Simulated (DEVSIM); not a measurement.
Structure: Cr/SiO2/p-Si capacitor, at 350 K.

| layer (left to right) | material | thickness (nm) | Na (cm⁻³) |
|---|---|---|---|
| 1 | SiO2 | 26.0 | - |
| 2 | Si | 1200 | 2.2e17 |

Metal gate on the left, work function 4.5 eV. Fixed charge at the semiconductor interface 0 cm⁻² (in units of +e); no interface traps.

The device is made up for the run: typed textbook-type constants, with dimensions and the other settings drawn at random. Values at 300 K; Nc and Nv go as T^1.5, mobilities as T to minus their exponent, the gap by Varshni's rule with the affinity fixed.

```csv
parameter,SiO2,Si
gap (eV),9,1.124
affinity (eV),0.9,4.05
permittivity,3.9,11.7
Nc (cm⁻³),-,2.86e19
Nv (cm⁻³),-,3.1e19
Varshni α (eV/K),-,0.000473
Varshni β (K),-,636
```

Simulated with DEVSIM: 1D Poisson equation in equilibrium, Boltzmann statistics, complete ionisation; no quantum confinement or tunnelling. Metal contacts follow the ideal Schottky-Mott rule: no Fermi-level pinning, no interface dipoles.

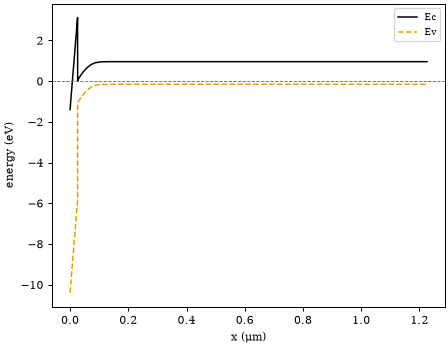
Band edges at 5.0 V on the gate

Energies count from the Fermi level of the right contact; mesh points crowd at the junctions.

```json
[
 {"x (μm)": "0.000", "Ec (eV)": "-1.400", "Ev (eV)": "-10.400", "n (cm⁻³)": "< 1e2", "p (cm⁻³)": "< 1e2", "field (V/cm)": "1800000"},
 {"x (μm)": "0.001318", "Ec (eV)": "-1.169", "Ev (eV)": "-10.169", "n (cm⁻³)": "< 1e2", "p (cm⁻³)": "< 1e2", "field (V/cm)": "1800000"},
 {"x (μm)": "0.003997", "Ec (eV)": "-0.699", "Ev (eV)": "-9.700", "n (cm⁻³)": "< 1e2", "p (cm⁻³)": "< 1e2", "field (V/cm)": "1800000"},
 {"x (μm)": "0.009439", "Ec (eV)": "0.254", "Ev (eV)": "-8.746", "n (cm⁻³)": "< 1e2", "p (cm⁻³)": "< 1e2", "field (V/cm)": "1800000"},
 {"x (μm)": "0.01957", "Ec (eV)": "2.030", "Ev (eV)": "-6.970", "n (cm⁻³)": "< 1e2", "p (cm⁻³)": "< 1e2", "field (V/cm)": "1800000"},
 {"x (μm)": "0.02348", "Ec (eV)": "2.716", "Ev (eV)": "-6.284", "n (cm⁻³)": "< 1e2", "p (cm⁻³)": "< 1e2", "field (V/cm)": "1800000"},
 {"x (μm)": "0.02541", "Ec (eV)": "3.053", "Ev (eV)": "-5.947", "n (cm⁻³)": "< 1e2", "p (cm⁻³)": "< 1e2", "field (V/cm)": "1800000"},
 {"x (μm)": "0.02697", "Ec (eV)": "0.049", "Ev (eV)": "-1.062", "n (cm⁻³)": "7.1e18", "p (cm⁻³)": "20000", "field (V/cm)": "350000"},
 {"x (μm)": "0.02949", "Ec (eV)": "0.120", "Ev (eV)": "-0.991", "n (cm⁻³)": "6.7e17", "p (cm⁻³)": "210000", "field (V/cm)": "250000"},
 {"x (μm)": "0.03497", "Ec (eV)": "0.245", "Ev (eV)": "-0.866", "n (cm⁻³)": "1.1e16", "p (cm⁻³)": "1.3e7", "field (V/cm)": "220000"},
 {"x (μm)": "0.04690", "Ec (eV)": "0.477", "Ev (eV)": "-0.633", "n (cm⁻³)": "4.8e12", "p (cm⁻³)": "3.0e10", "field (V/cm)": "170000"},
 {"x (μm)": "0.08573", "Ec (eV)": "0.899", "Ev (eV)": "-0.211", "n (cm⁻³)": "4000000", "p (cm⁻³)": "3.5e16", "field (V/cm)": "45000"},
 {"x (μm)": "0.1574", "Ec (eV)": "0.954", "Ev (eV)": "-0.156", "n (cm⁻³)": "650000", "p (cm⁻³)": "2.2e17", "field (V/cm)": "41"},
 {"x (μm)": "0.3136", "Ec (eV)": "0.955", "Ev (eV)": "-0.156", "n (cm⁻³)": "650000", "p (cm⁻³)": "2.2e17", "field (V/cm)": "≈ 0"},
 {"x (μm)": "0.7838", "Ec (eV)": "0.955", "Ev (eV)": "-0.156", "n (cm⁻³)": "650000", "p (cm⁻³)": "2.2e17", "field (V/cm)": "≈ 0"},
 {"x (μm)": "1.024", "Ec (eV)": "0.955", "Ev (eV)": "-0.156", "n (cm⁻³)": "650000", "p (cm⁻³)": "2.2e17", "field (V/cm)": "≈ 0"},
 {"x (μm)": "1.134", "Ec (eV)": "0.955", "Ev (eV)": "-0.156", "n (cm⁻³)": "650000", "p (cm⁻³)": "2.2e17", "field (V/cm)": "≈ 0"},
 {"x (μm)": "1.184", "Ec (eV)": "0.955", "Ev (eV)": "-0.156", "n (cm⁻³)": "650000", "p (cm⁻³)": "2.2e17", "field (V/cm)": "≈ 0"},
 {"x (μm)": "1.212", "Ec (eV)": "0.955", "Ev (eV)": "-0.156", "n (cm⁻³)": "650000", "p (cm⁻³)": "2.2e17", "field (V/cm)": "≈ 0"},
 {"x (μm)": "1.220", "Ec (eV)": "0.955", "Ev (eV)": "-0.156", "n (cm⁻³)": "650000", "p (cm⁻³)": "2.2e17", "field (V/cm)": "≈ 0"},
 {"x (μm)": "1.224", "Ec (eV)": "0.955", "Ev (eV)": "-0.156", "n (cm⁻³)": "650000", "p (cm⁻³)": "2.2e17", "field (V/cm)": "≈ 0"},
 {"x (μm)": "1.226", "Ec (eV)": "0.955", "Ev (eV)": "-0.156", "n (cm⁻³)": "650000", "p (cm⁻³)": "2.2e17", "field (V/cm)": "≈ 0"}
]
```
